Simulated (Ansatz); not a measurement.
# Al (Aluminum) (110): surface energy and levels, part 1 of 2

Aim: for Al (Aluminum), compute energy, relaxation and work function or band edges of the (110) face.

Method: DFT r2SCAN, scalar-relativistic, plane waves, PAW, in Ansatz 0.2.0.

1 further run of the same task is left out (set aside as unsound or not needed).

## (1) Starting point

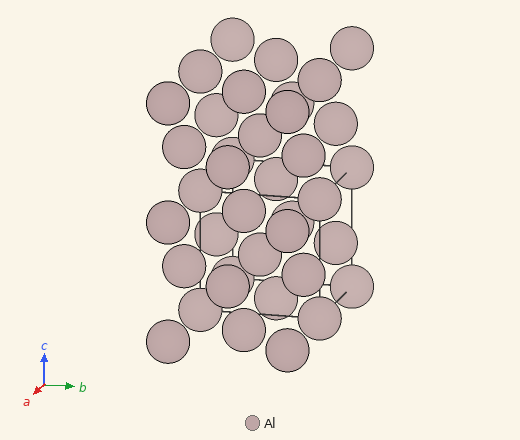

Start, viewed slightly off an axis; aluminium light grey. 2×1×2 cells are drawn. Atoms on the faces are drawn again on the opposite ones. The cell drawn here is the conventional one.

Structure file:

```cif
data_structure
_symmetry_space_group_name_H-M 'P 1'
_symmetry_Int_Tables_number 1
_cell_length_a 2.8228
_cell_length_b 2.8228
_cell_length_c 2.8228
_cell_angle_alpha 60.000
_cell_angle_beta 60.000
_cell_angle_gamma 60.000
_cell_volume 15.90
loop_
_atom_site_label
_atom_site_type_symbol
_atom_site_fract_x
_atom_site_fract_y
_atom_site_fract_z
_atom_site_occupancy
Al1 Al 0.00000 0.00000 0.00000 1
```

This cell was relaxed beforehand with the same method: volume 15.90 Å³/atom, gap on the mesh none (metal).

## (2) The bulk in the cell of the plane

The input, input.yaml:

```yaml
crystal:
  lattice:
    - [2.8227746037, 0.0, 0.0]
    - [0.0, 3.9920061281, 0.0]
    - [1.4113873019, 1.9960030641, 1.4113873019]
  atoms:
    - { symbol: Al, position: [0.0, 0.0, 0.0] }
basis:
  ecutwfc: 500
kpoints:
  mp_grid: { grid: [12, 9, 24] }
hamiltonian:
  xc: r2scan
scf:
  occupations: { method: gaussian, width: 0.1 }
output:
  forces: true
  stress: true
  eigenvalues: true
```

The run is started by

```bash
> ansatz run input.yaml --threads 1 --pin off --max-ram 2560MiB --backend cpu --events-out ev --progress --plain --runs-dir out
```

The log of the run:

```text
[... 30 lines left out ...]
SCF 1 converged in 6 iterations: F = -540.408866 eV  dr2 = 1.98e-8
SCF converged after 6 iterations
Free energy (F): -540.408866 eV
Harris-Foulkes:  -540.408866 eV  (|F-HF|=1.32e-9)
Internal energy: -540.406397 eV  (E = F + TS)
E sigma→0 (E₀):  -540.407632 eV
Entropy (-TS):   -0.002469 eV (-2.469 meV/atom)
Fermi energy:    8.372893 eV
--- Per-component energies (eV) ---
  E_band       = 10.625720
  E_kinetic    = 23.552290
  E_local      = 10.821509  (includes V_loc(G=0)·N_el)
  E_nonlocal   = 9.620564
  E_hartree    = 0.126096
  E_xc         = -36.923607
  E_vxc        = -31.430552  (∫ρ·V_xc dr)
  E_paw        = -473.121474  (= ΣΔE_a)
  E_vpaw       = -3.417539  (= ΣTr[D̂ρ^β])
  E_aug_tail   = -0.000001  (compensation charges beyond the density's cutoff)
  E_vtau       = 1.227263  (kinetic-family band-sum trace: ∫τ·v_τ [+ j·A + Jᵃ·Aᵃ] dr)
  E_ewald      = -74.421666
  E_core_change = -0.060108  (= ΣΔE_core)
  E_smearing   = -0.002469  (= −TS)
  E_closure    = -0.000000  (closes the sum)
  Σ components = -540.408866   (vs F -540.408866, Δ=0.00e0)
--- Forces (eV/Å), atoms counted from 1 ---
  atom   1  Al     0.00000000     0.00000000     0.00000000
  max |Σ_I F_I| component: 0.00e0 eV/Å
--- Stress (GPa, compression-positive) ---
        0.475749      -0.000000       0.000000
       -0.000000      -0.808366      -0.210334
        0.000000      -0.210334       0.905083
  P = ⅓ Tr σ = 0.1908 GPa (1.908 kbar)
--- Band table (eV; the first three rows and the last of 709) ---
  k-point 0: bands = ["-3.7393", "21.8512", "21.8513", "21.8517", "24.1136", "24.1136"]
  k-point 1: bands = ["-3.6025", "20.1227", "20.7363", "21.9840", "24.2075", "24.7713"]
  k-point 2: bands = ["-3.1929", "17.6439", "18.8381", "22.3814", "24.4705", "25.2608"]
  k-point 708: bands = ["2.9366", "4.1318", "19.7479", "19.9384", "21.2999", "21.8165"]
```

Wall time 7.5 s (1 thread of Intel Xeon Platinum 8375C at 2.90GHz (Ice Lake), shared host); peak memory 0.57 GiB.

The bulk reference has the slab's in-plane cell, mesh and smearing. Its energy with the smearing taken to zero: -540.4076 eV/atom.

## (3) The (110) slab

Miller indices refer to the conventional cell of the relaxed bulk, Fm-3m (No. 225): a = 3.992 Å, b = 3.992 Å, c = 3.992 Å, α = 90.00°, β = 90.00°, γ = 90.00°.

Cut from the relaxed bulk: a (110) slab, 12.7 Å thick as cut, with 15 Å of vacuum; its outer planes are Al (top) and Al (bottom).

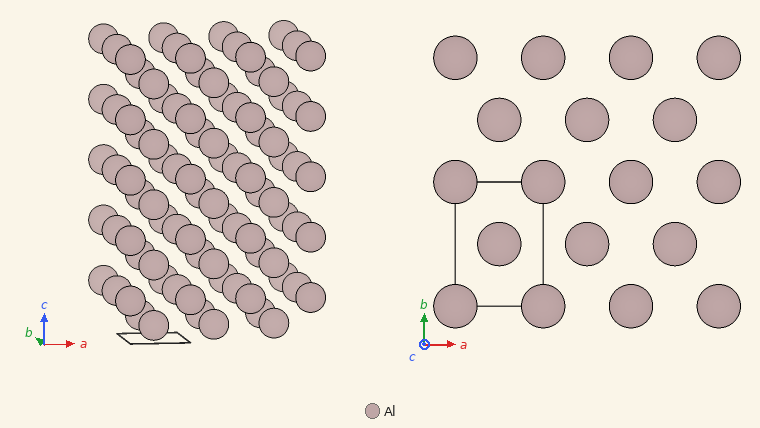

The slab as cut, seen from the side (left, normal up) and from above (right); aluminium light grey. 3×2 surface cells are drawn, with atoms on the cell's edges repeated; the outline under the slab is one cell, and the vacuum is left out.

## (4) Single point on the unrelaxed (110) slab

A dipole layer in the vacuum cancels the field that periodic copies would set up if the slab's two faces differ.

The input, input.yaml:

```yaml
crystal:
  lattice:
    - [2.8227746037, 0.0, 0.0]
    - [0.0, 3.9920061281, 0.0]
    - [0.0, 0.0, 27.7024857169]
  atoms:
    - { symbol: Al, position: [0.5, 0.5, 0.2707338279] }
    - { symbol: Al, position: [0.0, 0.0, 0.3216818661] }
    - { symbol: Al, position: [0.5, 0.5, 0.3726299044] }
    - { symbol: Al, position: [0.0, 0.0, 0.4235779426] }
    - { symbol: Al, position: [0.5, 0.5, 0.4745259809] }
    - { symbol: Al, position: [0.0, 0.0, 0.5254740191] }
    - { symbol: Al, position: [0.5, 0.5, 0.5764220574] }
    - { symbol: Al, position: [0.0, 0.0, 0.6273700956] }
    - { symbol: Al, position: [0.5, 0.5, 0.6783181339] }
    - { symbol: Al, position: [0.0, 0.0, 0.7292661721] }
basis:
  ecutwfc: 500
kpoints:
  mp_grid: { grid: [12, 9, 1] }
hamiltonian:
  xc: r2scan
scf:
  occupations: { method: gaussian, width: 0.1 }
output:
  forces: true
  stress: true
  eigenvalues: true
  write_density: true
  write_potential: true
  elf: true
  volumetric_format: npy
efield:
  axis: 3
  dipole_correction: true
```

The run is started by

```bash
> ansatz run input.yaml --threads 1 --pin off --max-ram 2560MiB --backend cpu --events-out ev --progress --plain --runs-dir out
```

The log of the run, cut to the lines that bear on the results:

```text
Warning: RAYON_NUM_THREADS=1 ignored (pool sized by the plan → 1); use --threads N
[...]
Pseudopotentials: kind: paw
Pseudopotential: Al, paw, valence charge 3, recommended cutoff 500 eV (meta_gga), Al.paw.azcp
Functional definition: r2SCAN
[...]
Crystal: 10 atoms, lattice volume = 312.166 Å³
Basis set: ecut = 500 eV, 7909 PW (Γ), exchange–correlation on 96×120×864 points (64 copies of the dense FFT grid, shifted against one another)
Bands: 25, of which v1, the nominal top of the filled ones, is band 15 counted from 1 (14 counted from 0)
Symmetry: 4 space group operations
k-points: 35 of 108
[...]
SCF iter   1: F=—  HF=-5402.447312 eV  |F-HF|=—  |Δ(HF+E_count)|=         —  Δρ=2.59e-3  dr2=2.68e-2  dr2_τ=4.35e-2  ethr=1.77e-3  p=0.000 e·Å  D=4.22e-14 V/Å  ΔV_dip=-0.00 eV  dr2_dipole=2.85e-8  V_vac-E_F(+/−)=4.00/4.00 eV  ⟨swp⟩=10.9  Hψ=6300  notcnv=0  defer=3
[...]
WARN: The output density's exchange-correlation potential varies sharply where the density is thin. Do not read a vacuum level from v_tot or v_xc, or from such a field of the output density. On a cell that repeats whose density bears no net charge and no dipole along the vacuum's axis use [...]
SCF converged after 6 iterations
Free energy (F): -5402.518895 eV
[...]
E sigma→0 (E₀):  -5402.506514 eV
Entropy (-TS):   -0.024763 eV (-2.476 meV/atom)
Fermi energy:    2.314833 eV
Dipole field:    D = -0.000011 V/Å  (p = -0.000019 e·Å, saw-weighted, corrected)
Work function:   Φ+ = 4.1278 eV   Φ− = 4.1275 eV
Levels:          The Fermi level and band energies are counted from a zero that moves with the ramp; work functions are not
[...]
--- Forces (eV/Å), atoms counted from 1 ---
  atom   1  Al     0.00000000     0.00000000     0.18621297
  atom   2  Al    -0.00000000     0.00000000    -0.21318140
  atom   3  Al     0.00000000    -0.00000000     0.03905384
  atom   4  Al    -0.00000000     0.00000000    -0.14088802
  atom   5  Al    -0.00000000     0.00000000    -0.11082216
  atom   6  Al     0.00000000    -0.00000000     0.11082180
  atom   7  Al    -0.00000000     0.00000000     0.14089094
  atom   8  Al     0.00000000    -0.00000000    -0.03905689
[...]
--- Stress (GPa, compression-positive) ---
       -1.148538       0.000000      -0.000000
        0.000000      -1.102276       0.000000
       -0.000000       0.000000       0.112073
  P = ⅓ Tr σ = -0.7129 GPa (-7.129 kbar)
--- Band table (eV; the first three rows and the last of 35) ---
[... band rows left out ...]
[...]
```

Wall time 53 s (1 thread of Intel Xeon Platinum 8375C at 2.90GHz (Ice Lake), shared host); peak memory 1.2 GiB.

Read from this run: work function 4.13 eV.

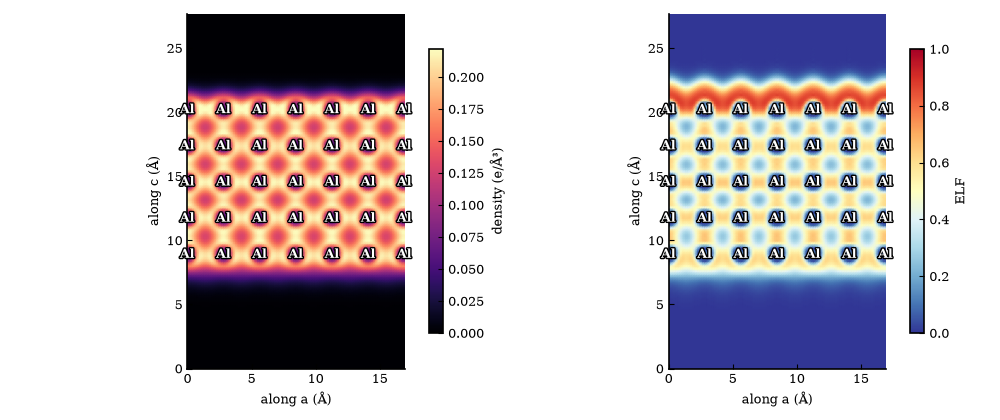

Density (left) and ELF (right) in a lattice plane of the grid's cell (edges 2.82 and 27.70 Å, at 0.000 of the third edge), which holds Al. Only atoms in the plane are labelled. Both are smooth fields of the valence electrons: close to the nuclei they are not physical.

Maxima of ELF outside the ion cores: 0.88 beside Al, off the lines to its neighbours, 1.2 Å from Al; 0.70 on the Al–Al line, 1.2 Å from Al.

(Continued in part 2 of 2.)
